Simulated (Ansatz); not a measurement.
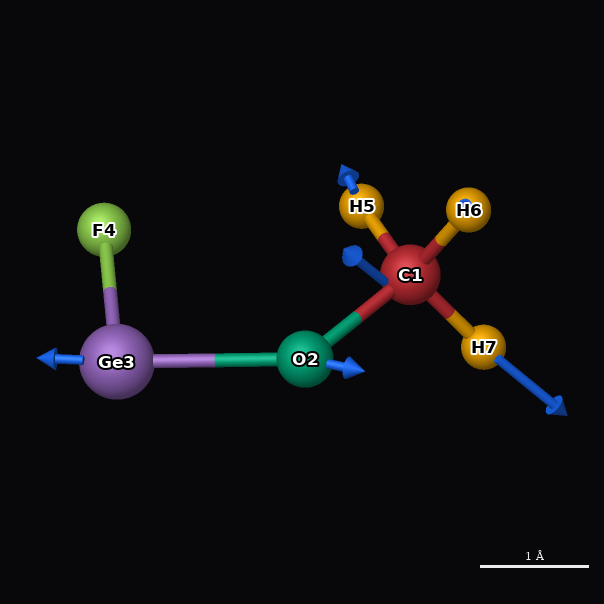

Arrows show the forces on the atoms, 0.7 Å of arrow for 1 eV/Å; forces under a tenth of the largest aren't drawn. Level of theory: PBE-D4/def2-TZVPP (Ansatz 0.2.0).

On which atom is the force largest, and how large is it?

On H7: 1.34 eV/Å.

Along which bond is the force strongest?

C1–H7, now 1.061 Å: the forces push its atoms apart, so a first step downhill lengthens it.

List the force components in the frame of the picture (x right, y up, z towards the viewer), in eV/Å.

```tsv
atom	Fx	Fy	Fz
C1	−0.54	0.44	0.96
O2	0.49	−0.10	0.22
Ge3	−0.63	0.03	−0.12
F4	−0.06	0.00	−0.01
H5	−0.17	0.36	−0.30
H6	−0.02	0.03	−0.16
H7	0.93	−0.76	−0.60
```
